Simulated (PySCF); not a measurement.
System: Cl$_{2}$ (charge +1, doublet).

```xyz
2

Cl    0.0000    0.0000   -0.9450
Cl    0.0000    0.0000    0.9450
```

Computed with PBE0/def2-TZVP, non-relativistic Hamiltonian with scalar-relativistic core potentials where named, at a bond length of 1.890 Å in PySCF 2.14.0.

Question: What can the converged electron density, electron localisation function and spin density tell about the bonding?

Answer: Cl–Cl (1.89 Å): ρ at the midpoint is about 1.4 e/Å³; the ELF peaks at about 0.80 between the atoms, as expected for a covalent bond.
The unpaired spin (1 electron) lies mostly on Cl1 (about 0.5) and Cl2 (about 0.5), in electrons by Hirshfeld's partition.

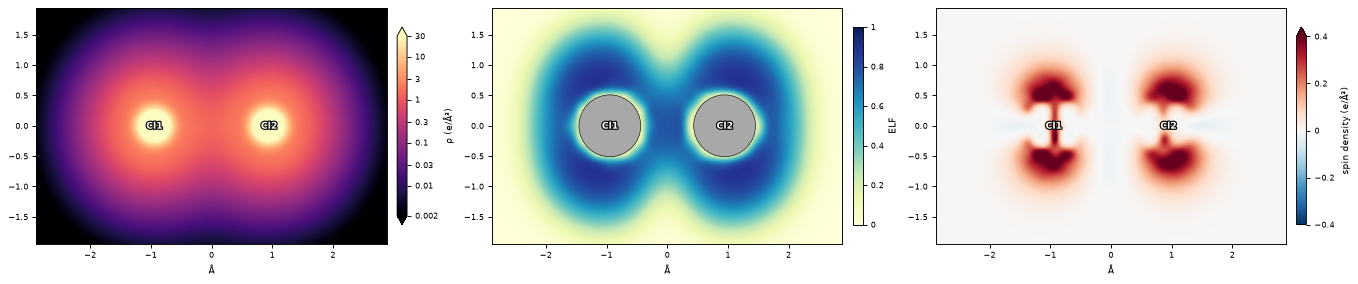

Computed electron density, electron localisation function and spin density on a plane that holds the molecular axis, in this order. Grey discs cover the atomic cores in the ELF map. 
